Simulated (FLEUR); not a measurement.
# 2 ML Fe on W(110), 3 substrate layers: from one collinear state to anisotropy

Aim: the anisotropy of 2 ML Fe on W(110), 3 substrate layers from single passes in the potential of one collinear state.

Program: FLEUR MaX-R8.1. Level of theory: PBE; all-electron FLAPW film, Dirac cores, scalar-relativistic bands. Results are calculated unless marked as measured.

### 1. The structure

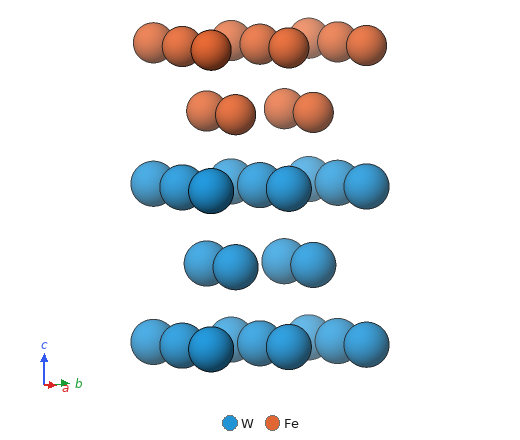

Start, viewed from the side, with the c axis up; tungsten blue, iron orange. 2×2×1 cells are drawn. Some periodic images of atoms are drawn too.

The cell holds 5 atoms: 3 W and 2 Fe. Its edges and angles: a = 2.741 Å, b = 2.741 Å, c = 22.461 Å, α = 90.0°, β = 90.0°, γ = 109.5°. Pseudomorphic film, hard-sphere layer spacings, unrelaxed. Vacuum lies along c.

Coordinates:

```xyz
5
Lattice="1.5823 -2.2378 0.0000 1.5823 2.2378 0.0000 0.0000 0.0000 22.4613" Properties=species:S:1:pos:R:3
W     0.0000    0.0000    7.0000
W     1.5823    0.0000    9.2378
W     0.0000    0.0000   11.4756
Fe    1.5823    0.0000   13.5517
Fe    0.0000    0.0000   15.4614
```

### 2. Self-consistent state

The force theorems are single passes in this state's potential, so it has to be converged first.

No symmetry is used, so that later steps may turn the spins freely; k and −k are joined. FLEUR takes the sheet as a true film: the images along c are dropped, heights are typed in bohr, and the vacuum on both sides is semi-infinite. inpgen writes inp.xml from crystal.txt; cutoffs, mixing, functional, smearing and local orbitals are then set in the file. The k list scf (kpts.xml, not shown) is a Γ-centred 10×10×1 mesh; where the ranks do not divide the number of points, some are split in two of half the weight.

Input file inp.xml:

```
<?xml version="1.0" encoding="UTF-8" standalone="no"?>
<fleurInput fleurInputVersion="0.39">
   <comment>
      Fe2W3
   </comment>
   <calculationSetup>
      <cutoffs Kmax="3.68" Gmax="11.0" GmaxXC="11.0" numbands="0"/>
      <scfLoop itmax="150" minDistance="0.00002" maxIterBroyd="15" imix="Anderson" alpha="0.03" precondParam="0.0" spinf="2.0" sdNocoIR="T"/>
      <coreElectrons ctail="F" frcor="F" kcrel="0" coretail_lmax="0"/>
      <xcFunctional name="pbe" relativisticCorrections="F"/>
      <magnetism jspins="2" l_noco="F" l_ss="F">
         <qss>0.0 0.0 0.0</qss>
         <mtNocoParams l_mperp="F" l_mtNocoPot="F" l_relaxSQA="F" mag_mixing_scheme="0" mix_RelaxWeightOffD="1.0" l_constrained="F" mix_constr="1.0"/>
         <sourceFreeMag l_sourceFree="F" l_scaleMag="F" mag_scale="1.0"/>
      </magnetism>
      <soc l_soc="F" theta="0.0" phi="0.0" spav="F"/>
      <expertModes spex="0" secvar="F"/>
      <geometryOptimization l_f="F" forcealpha="1.0" forcemix="BFGS" epsdisp="0.00001" epsforce="0.00001"/>
      <ldaU l_linMix="F" mixParam="0.05" spinf="1.0"/>
   </calculationSetup>
   <cell>
      <bzIntegration valenceElectrons="74.0" mode="hist" fermiSmearingEnergy="0.00183747">
         <kPointListSelection listName="scf"/>
         <xi:include xmlns:xi="http://www.w3.org/2001/XInclude" href="kpts.xml"> </xi:include>
      </bzIntegration>
      <xi:include xmlns:xi="http://www.w3.org/2001/XInclude" href="sym.xml"> </xi:include>
      <filmLattice scale="1.0" dVac="21.71" dTilda="24.21">
         <bravaisMatrixFilm>
            <row-1>    2.9901986846301867    -4.2287799887506399</row-1>
            <row-2>    2.9901986846301867     4.2287799887506399</row-2>
         </bravaisMatrixFilm>
         <vacuumEnergyParameters vacuum="1" spinUp="-.25" spinDown="-.25"/>
         <vacuumEnergyParameters vacuum="2" spinUp="-.25" spinDown="-.25"/>
      </filmLattice>
   </cell>
   <atomSpecies>
      <species name="Tungsten (W)" element="W" atomicNumber="74">
         <mtSphere radius="2.46" gridPoints="813" logIncrement="0.016"/>
         <atomicCutoffs lmax="10" lnonsphr="8"/>
         <electronConfig flipSpins="F">
            <coreConfig>(1s1/2) (2s1/2) (2p1/2) (2p3/2) (3s1/2) (3p1/2) (3p3/2) (4s1/2) (3d3/2) (3d5/2) (4p1/2) (4p3/2) (4d3/2) (4d5/2) (4f5/2) (4f7/2)</coreConfig>
            <valenceConfig>(5s1/2) (5p1/2) (5p3/2) (6s1/2) (5d3/2) (5d5/2)</valenceConfig>
            <stateOccupation state="(5d3/2)" spinUp="0.800000" spinDown="0.800000"/>
            <stateOccupation state="(5d5/2)" spinUp="1.200000" spinDown="1.200000"/>
         </electronConfig>
         <energyParameters s="6" p="6" d="5" f="5"/>
         <lo type="SCLO" l="0" n="5" eDeriv="0"/>
         <lo type="SCLO" l="1" n="5" eDeriv="0"/>
      </species>
      <species name="Iron (Fe) 2.800" element="Fe" atomicNumber="26">
         <mtSphere radius="2.23" gridPoints="737" logIncrement="0.016"/>
         <atomicCutoffs lmax="8" lnonsphr="6"/>
         <electronConfig flipSpins="F">
            <coreConfig>(1s1/2) (2s1/2) (2p1/2) (2p3/2)</coreConfig>
            <valenceConfig>(3s1/2) (3p1/2) (3p3/2) (4s1/2) (3d3/2) (3d5/2)</valenceConfig>
            <stateOccupation state="(3d3/2)" spinUp="1.4" spinDown="1.0"/>
            <stateOccupation state="(3d5/2)" spinUp="3.0" spinDown="0.6"/>
         </electronConfig>
         <energyParameters s="4" p="4" d="3" f="4"/>
         <lo type="SCLO" l="0" n="3" eDeriv="0"/>
         <lo type="SCLO" l="1" n="3" eDeriv="0"/>
      </species>
   </atomSpecies>
   <atomGroups>
      <atomGroup species="Tungsten (W)">
         <filmPos label="                   1">.0000000000 .0000000000 -7.9948351245</filmPos>
         <force calculate="T" relaxXYZ="TTT"/>
         <nocoParams  alpha="0.0" beta="0.0"/>
      </atomGroup>
      <atomGroup species="Tungsten (W)">
         <filmPos label="                   2">1.000/2.000 1.000/2.000 -3.7660030922</filmPos>
         <force calculate="T" relaxXYZ="TTT"/>
         <nocoParams  alpha="0.0" beta="0.0"/>
      </atomGroup>
      <atomGroup species="Tungsten (W)">
         <filmPos label="                   3">.0000000000 .0000000000 .4628289402</filmPos>
         <force calculate="T" relaxXYZ="TTT"/>
         <nocoParams  alpha="0.0" beta="0.0"/>
      </atomGroup>
      <atomGroup species="Iron (Fe) 2.800">
         <filmPos label="                   4">1.000/2.000 1.000/2.000 4.3861785915</filmPos>
         <force calculate="T" relaxXYZ="TTT"/>
         <nocoParams  alpha="0.0" beta="0.0"/>
      </atomGroup>
      <atomGroup species="Iron (Fe) 2.800">
         <filmPos label="                   5">.0000000000 .0000000000 7.9948351245</filmPos>
         <force calculate="T" relaxXYZ="TTT"/>
         <nocoParams  alpha="0.0" beta="0.0"/>
      </atomGroup>
   </atomGroups>
   <output dos="F" band="F" slice="F">
      <bandDOS minEnergy="-.5*Htr" maxEnergy="0.5*Htr" sigma="0.015" storeEVData="T"/>
      <plotting iplot="0" polar="F">
         <plot TwoD="T" vec1="  1.0  0.0  0.0" vec2="  0.0  1.0  0.0" vec3="  0.0  0.0  1.0" zero="  0.0  0.0 -0.5" file="plot"/>
      </plotting>
      <moessbauerParams electricFieldGradient="F" isomerShift="F" coreHyperfine="F" valenceHyperfine="F"/>
   </output>
</fleurInput>
```

Input file crystal.txt:

```
Fe2W3
&input film=T cartesian=F /
1.58234500000  -2.23777400000  0.00000000000
1.58234500000  2.23777400000  0.00000000000
0.00000000000  0.00000000000  1.00000000000
1.8897261246
1.0 1.0 1.0

5
74 0.00000000000  0.00000000000  -7.99483512455
74 0.50000000000  0.50000000000  -3.76600309219
74 0.00000000000  0.00000000000  0.46282894018
26 0.50000000000  0.50000000000  4.38617859154 : 2.800
26 0.00000000000  0.00000000000  7.99483512455 : 2.800

&kpt div1=10 div2=10 div3=1 gamma=T /
```

The run is started by

```console
$ OMP_NUM_THREADS=1 inpgen -f crystal.txt -nosym -noco > inpgen.log  # inp.xml is then edited as shown
$ OMP_NUM_THREADS=1 mpirun -n 8 fleur_MPI > fleur.log
```

The program printed:

```text
Welcome to FLEUR        (www.flapw.de)
      MaX-Release 8.1          (www.max-centre.eu)

 ========== k-point set info ==========
 Selected k-point list: scf
 k-point list type: mesh
 0 x 0 x 0
 Number of k points: 56

 ------------Calculation Setup---------------------------
 Number of MPI-tasks      :            8
 Number of PE/node        :            8
 Number of OMP-threads    :            1
 k-points in parallel     :            8
 pe's per k-point         :            1
 No of k-point loops      :            7
 Eigenvalue solver        :       lapack
 Number of basis functions:          571
 Approximate size of matrices (H+S) per k-point:         0.010 GB
 --------------------------------------------------------
 Iteration:     1   Distance:      30.04737285 me/bohr^3
 Iteration:     2   Distance:      57.66819973 me/bohr^3
 Iteration:     3   Distance:      14.94367463 me/bohr^3
 Iteration:     4   Distance:      18.39683700 me/bohr^3
 Iteration:     5   Distance:      14.94730495 me/bohr^3
 Iteration:     6   Distance:      12.65756735 me/bohr^3
 Iteration:     7   Distance:      12.65380338 me/bohr^3
 Iteration:     8   Distance:      12.21451885 me/bohr^3
 Iteration:     9   Distance:       7.86709236 me/bohr^3
 Iteration:    10   Distance:       7.64348984 me/bohr^3
[... 37 iterations left out ...]
 Iteration:    48   Distance:       0.00129644 me/bohr^3
 Iteration:    49   Distance:       0.00084123 me/bohr^3
 Iteration:    50   Distance:       0.00038872 me/bohr^3
 Iteration:    51   Distance:       0.00043840 me/bohr^3
 Iteration:    52   Distance:       0.00042058 me/bohr^3
 Iteration:    53   Distance:       0.00010419 me/bohr^3
 Iteration:    54   Distance:       0.00007448 me/bohr^3
 Iteration:    55   Distance:       0.00008155 me/bohr^3
 Iteration:    56   Distance:       0.00002928 me/bohr^3
 Iteration:    57   Distance:       0.00001490 me/bohr^3

 ********************************************************************
 Run finished successfully
 Stop message:
   all done
 ********************************************************************

--- out.xml (last complete iteration) ---
<iteration numberForCurrentRun="   57" overallNumber="   57">
         [... left out ...]
         <bandgap value="0.0063204845" units="eV"/>
         <sumValenceSingleParticleEnergies value="-92.4704359522" units="Htr"/>
         <FermiEnergy value="-0.1543403624" units="Htr"/>
         <valenceDensity>
            <mtCharges spin="1">
               <mtCharge atomType="1" total="5.9078927" s="1.1965694" p="3.0939132" d="1.5954041" f="0.0180731"/>
               <mtCharge atomType="2" total="5.9764480" s="1.1950036" p="3.1335303" d="1.6175172" f="0.0251156"/>
               <mtCharge atomType="3" total="5.8940578" s="1.1931457" p="3.1194468" d="1.5519009" f="0.0240453"/>
               <mtCharge atomType="4" total="8.5156302" s="1.1647167" p="3.1321679" d="4.2093051" f="0.0075452"/>
               <mtCharge atomType="5" total="8.6808587" s="1.1616822" p="3.0815331" d="4.4319245" f="0.0044445"/>
            </mtCharges>
            <mtCharges spin="2">
               <mtCharge atomType="1" total="5.8827276" s="1.1965253" p="3.0892515" d="1.5754549" f="0.0176256"/>
               <mtCharge atomType="2" total="5.9647115" s="1.1950480" p="3.1350298" d="1.6039559" f="0.0253805"/>
               <mtCharge atomType="3" total="5.9989487" s="1.1975601" p="3.1308295" d="1.6423852" f="0.0233862"/>
               <mtCharge atomType="4" total="6.0837909" s="1.1591215" p="3.1503607" d="1.7662958" f="0.0065717"/>
               <mtCharge atomType="5" total="5.7629841" s="1.1522276" p="3.0902805" d="1.5163994" f="0.0033619"/>
            </mtCharges>
            <spinDependentCharge spin="1" total="39.6255308" interstitial="4.5076179" mtSpheres="34.9748874" vacuum1="0.0512249" vacuum2="0.0918005"/>
            <spinDependentCharge spin="2" total="34.3744694" interstitial="4.5563441" mtSpheres="29.6931629" vacuum1="0.0395451" vacuum2="0.0854173"/>
            <totalCharge value="74.0000001993"/>
         </valenceDensity>
         [... left out ...]
         <allElectronCharges>
            <spinDependentCharge spin="1" total="139.6255308" interstitial="4.5198466" mtSpheres="134.9626587" vacuum1="0.0512249" vacuum2="0.0918005"/>
            <spinDependentCharge spin="2" total="134.3744694" interstitial="4.5686022" mtSpheres="129.6809048" vacuum1="0.0395451" vacuum2="0.0854173"/>
            <totalCharge value="274.0000002363"/>
         </allElectronCharges>
         <magneticMomentsInMTSpheres units="muBohr">
            <globalMagMoment atomType="1" vec="0.00000   0.00000   0.02516"/>
            <localMagMoment atomType="1" vec="0.00000   0.00000   0.02516"/>
            <globalMagMoment atomType="2" vec="0.00000   0.00000   0.01174"/>
            <localMagMoment atomType="2" vec="0.00000   0.00000   0.01174"/>
            <globalMagMoment atomType="3" vec="0.00000   0.00000  -0.10485"/>
            <localMagMoment atomType="3" vec="0.00000   0.00000  -0.10485"/>
            <globalMagMoment atomType="4" vec="0.00000   0.00000   2.43184"/>
            <localMagMoment atomType="4" vec="0.00000   0.00000   2.43184"/>
            <globalMagMoment atomType="5" vec="0.00000   0.00000   2.91787"/>
            <localMagMoment atomType="5" vec="0.00000   0.00000   2.91787"/>
         </magneticMomentsInMTSpheres>
         <moessbauerParams unitsHFF="kG" unitsIS="e/bohr^3" unitsEFG="Htr/bohr^2">
         </moessbauerParams>
         <totalEnergy value="   -51043.9302481240" units="Htr">
            <sumOfEigenvalues value="   -31312.7925884145">
               <coreElectrons value="-31220.3221524623"/>
               <valenceElectrons value="-92.4704359522"/>
            </sumOfEigenvalues>
            <densityCoulombPotentialIntegral value="-87120.0780099333"/>
            <densityEffectivePotentialIntegral value="-88542.3722797919"/>
            <chargeDenXCDenIntegral value="-1087.9659441096"/>
            <FockExchangeEnergyValence value="0.0000000000"/>
            <FockExchangeEnergyCore value="0.0000000000"/>
            <atomTypeDependentContributions atomType="1">
               <electronNucleiInteractionDifferentMTs value="20168.7748335388"/>
               <MadelungTerm value="-23.8370268706"/>
            </atomTypeDependentContributions>
            <atomTypeDependentContributions atomType="2">
               <electronNucleiInteractionDifferentMTs value="20171.5611390535"/>
               <MadelungTerm value="-20.9766497816"/>
            </atomTypeDependentContributions>
            <atomTypeDependentContributions atomType="3">
               <electronNucleiInteractionDifferentMTs value="20170.6384822693"/>
               <MadelungTerm value="-21.9923120202"/>
            </atomTypeDependentContributions>
            <atomTypeDependentContributions atomType="4">
               <electronNucleiInteractionDifferentMTs value="1518.1957976135"/>
               <MadelungTerm value="-5.6699893485"/>
            </atomTypeDependentContributions>
            <atomTypeDependentContributions atomType="5">
               <electronNucleiInteractionDifferentMTs value="1517.3142387150"/>
               <MadelungTerm value="-6.5445212142"/>
            </atomTypeDependentContributions>
            <tkbTimesEntropy value="0.0014703667"/>
            <freeEnergy value="-51043.9317184908"/>
            <extrapolationTo0K value="-51043.9309833074"/>
         </totalEnergy>
         <densityConvergence units="me/bohr^3">
            <chargeDensity spin="1" distance="0.0000046040"/>
            <chargeDensity spin="2" distance="0.0000137175"/>
            <overallChargeDensity distance="0.0000149047"/>
            <spinDensity distance="0.0000140209"/>
         </densityConvergence>
      </iteration>
```

Run time: 5.9 min. Hardware: 8 MPI ranks of Arm Neoverse V2, shared host; peak memory 2 GiB; 47 min of CPU time.

Spin moment in the muffin-tin sphere by atom:

```
atom  spin moment in the muffin-tin sphere (μB)
  W1                                       0.03
  W2                                       0.01
  W3                                      -0.10
 Fe4                                       2.43
 Fe5                                       2.92
```

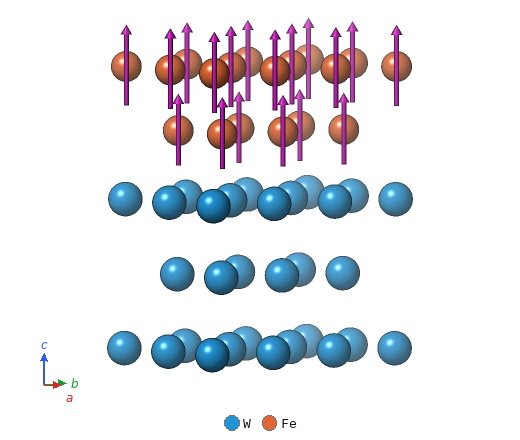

Spin moment in the muffin-tin sphere as arrows, the longest 2.92 μB. Up and down stand for the sign. Arrows give size and sign along the axis of quantisation, drawn up and down the page. 2×3×1 cells are drawn. Some periodic images of atoms are drawn too.

Read from the output:

```yaml
free_energy: -1388976.1415 eV
program_s_band_gap_on_this_mesh_in_a_metal_only_a_level_spacing: 0.006320 eV
magnetization: 5.251 μB
final_state: ferromagnetic, with opposed induced moments
```

After 57 cycles the largest moment stands at 2.92 μB.

### 3. Energy against the direction of the moments, rung 1

Anisotropy is a small difference, so it is taken from sums over occupied states at a frozen potential, where most errors cancel.

One pass with spin–orbit coupling for each direction, from the saved density. The k list mae (kpts.xml, not shown) is a Γ-centred 16×16×1 mesh.

inp.xml: that of step 2 with these lines changed.

```diff
@@ -6,4 +6,4 @@
    <calculationSetup>
-      <cutoffs Kmax="3.68" Gmax="11.0" GmaxXC="11.0" numbands="0"/>
-      <scfLoop itmax="150" minDistance="0.00002" maxIterBroyd="15" imix="Anderson" alpha="0.03" precondParam="0.0" spinf="2.0" sdNocoIR="T"/>
+      <cutoffs Kmax="3.68" Gmax="11.0" GmaxXC="11.0" numbands="154"/>
+      <scfLoop itmax="1" minDistance="0.00002" maxIterBroyd="15" imix="Anderson" alpha="0.03" precondParam="0.0" spinf="2.0" sdNocoIR="T"/>
       <coreElectrons ctail="F" frcor="F" kcrel="0" coretail_lmax="0"/>
@@ -15,3 +15,3 @@
       </magnetism>
-      <soc l_soc="F" theta="0.0" phi="0.0" spav="F"/>
+      <soc l_soc="T" theta="0.0" phi="0.0" spav="F"/>
       <expertModes spex="0" secvar="F"/>
@@ -22,3 +22,3 @@
       <bzIntegration valenceElectrons="74.0" mode="hist" fermiSmearingEnergy="0.00183747">
-         <kPointListSelection listName="scf"/>
+         <kPointListSelection listName="mae"/>
          <xi:include xmlns:xi="http://www.w3.org/2001/XInclude" href="kpts.xml"> </xi:include>
@@ -97,2 +97,5 @@
    </output>
+   <forceTheorem>
+      <MAE theta="0.0 1.5707963 1.5707963" phi="0.0 0.0 1.5707963"/>
+   </forceTheorem>
 </fleurInput>
```

The run is started by

```console
$ OMP_NUM_THREADS=1 mpirun -n 8 fleur_MPI -warn_only > fleur.log
```

The program printed:

```text
[banner, memory and clock lines left out]
Welcome to FLEUR        (www.flapw.de)
      MaX-Release 8.1          (www.max-centre.eu)

 ========== k-point set info ==========
 Selected k-point list: mae
 k-point list type: mesh
 0 x 0 x 0
 Number of k points: 256

 [... set-up left out ...]
 ********************************************************************
 Run finished successfully
 Stop message:
   Forcetheorem MAE
 ********************************************************************

--- out.xml (force theorem) ---
<Forcetheorem_MAE Angles="3" units="Htr">
            <Angle theta="0.0000000" phi="0.0000000" ev-sum="-92.557317976"/>
            <Angle theta="1.5707963" phi="0.0000000" ev-sum="-92.557287317"/>
            <Angle theta="1.5707963" phi="1.5707963" ev-sum="-92.557333395"/>
         </Forcetheorem_MAE>
```

It took 93 s on 8 MPI ranks; peak memory 2.6 GiB.

Anisotropy energies, by row:

```
axis  x  y  z  band energy less the first axis' (meV a cell)
   z  0  0  1                                              0
   x  1  0  0                                         0.8343
   y  0  1  0                                        -0.4196
```

Shape anisotropy is not in these numbers.

### 4. Anisotropy by the force theorem, rung 2

A second rung shows how far the first can be trusted.

The k list mae (kpts.xml, not shown) is a Γ-centred 25×25×1 mesh.

inp.xml is that of step 3.

The program printed:

```text
[banner, memory and clock lines left out]
Welcome to FLEUR        (www.flapw.de)
      MaX-Release 8.1          (www.max-centre.eu)

 ========== k-point set info ==========
 Selected k-point list: mae
 k-point list type: mesh
 0 x 0 x 0
 Number of k points: 632

 [... set-up left out ...]
 ********************************************************************
 Run finished successfully
 Stop message:
   Forcetheorem MAE
 ********************************************************************

--- out.xml (force theorem) ---
<Forcetheorem_MAE Angles="3" units="Htr">
            <Angle theta="0.0000000" phi="0.0000000" ev-sum="-92.557476770"/>
            <Angle theta="1.5707963" phi="0.0000000" ev-sum="-92.557454053"/>
            <Angle theta="1.5707963" phi="1.5707963" ev-sum="-92.557496094"/>
         </Forcetheorem_MAE>
```

Elapsed: 3.8 min, on 8 MPI ranks; peak memory 4.7 GiB.

Anisotropy energies, by row:

```
axis  x  y  z  band energy less the first axis' (meV a cell)
   z  0  0  1                                              0
   x  1  0  0                                         0.6182
   y  0  1  0                                        -0.5258
```

(Part 1 of 2 ends here.)

[Logs and program files are shortened in this print: banners, set-up blocks, solver, clock and traceback lines can be left out without a mark of their own.]

[Logs are printed without paths, hosts, clocks, repeated set-up lines and the standing remarks that a program may print on its own settings, such as how far it seeks lower states.]

[Hosts, paths, dates, database ids (printed as entryN), source tags and the programs' standing remarks are cut or masked in the printed files.]

[Where a cell is said to come from a database of computed structures, the database is the Materials Project.]
